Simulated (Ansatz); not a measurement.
## Ligand exchange: C2H7BO2 + Si2H6O4 → CH5BO3 + CH8O3Si2

Gas-phase species: C2H7BO2 `COB(C)O`, singlet; Si2H6O4 `O[SiH2]O[SiH](O)O`, singlet; CH5BO3 `COB(O)O`, singlet; CH8O3Si2 `C[SiH](O)O[SiH2]O`, singlet. The partners trade CH3 for OH: B–CH3 and Si–OH bonds give way to B–OH and Si–CH3.

Shapes, held fixed at every level: PBE0-D4/def2-TZVP. Flexible molecules stand in one conformer, not always the lowest. Programs: Ansatz 0.2.0. Electronic energies: no zero-point or thermal term.

```json
{"level": "PBE-D4/def2-TZVPP", "kind": "GGA", "ΔE (kJ/mol)": "-8.8", "less CCSD(T)/CBS estimate": "-5.2"}
{"level": "PBE0-D4/def2-TZVPP", "kind": "global hybrid", "ΔE (kJ/mol)": "-9.2", "less CCSD(T)/CBS estimate": "-5.6"}
{"level": "wB97M-V/def2-TZVPP", "kind": "range-separated hybrid", "ΔE (kJ/mol)": "-6.5", "less CCSD(T)/CBS estimate": "-2.9"}
{"level": "wB97X-V/def2-TZVPP", "kind": "range-separated hybrid", "ΔE (kJ/mol)": "-6.6", "less CCSD(T)/CBS estimate": "-3.0"}
{"level": "B2PLYP/def2-TZVPP", "kind": "double hybrid", "ΔE (kJ/mol)": "-5.2", "less CCSD(T)/CBS estimate": "-1.6"}
{"level": "CCSD/def2-TZVPP", "kind": "coupled cluster or CI", "ΔE (kJ/mol)": "-6.2", "less CCSD(T)/CBS estimate": "-2.6"}
{"level": "CCSD(T)/CBS estimate", "kind": "coupled cluster or CI", "ΔE (kJ/mol)": "-3.6", "less CCSD(T)/CBS estimate": "0.0"}
```

The highest level, CCSD(T)/CBS estimate, gives ΔE = -3.6 kJ/mol; the levels span -9.2 to -3.6. That is about zero within the method's error. The column of differences is taken from that level and isn't an error. No measured value is set beside it here. The CBS estimate extrapolates MP2 from def2-TZVPP and def2-QZVPP and adds CCSD(T) − MP2 in the triple-zeta set, cores frozen.

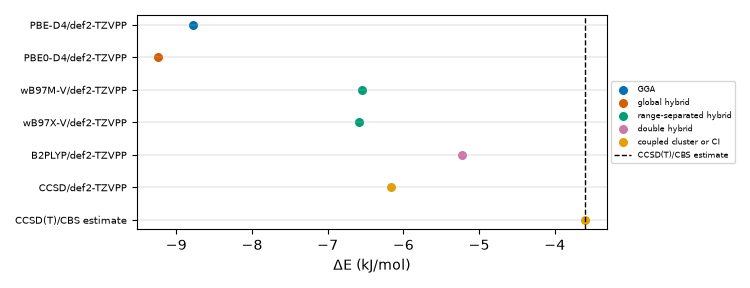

The values of the table, level by level.
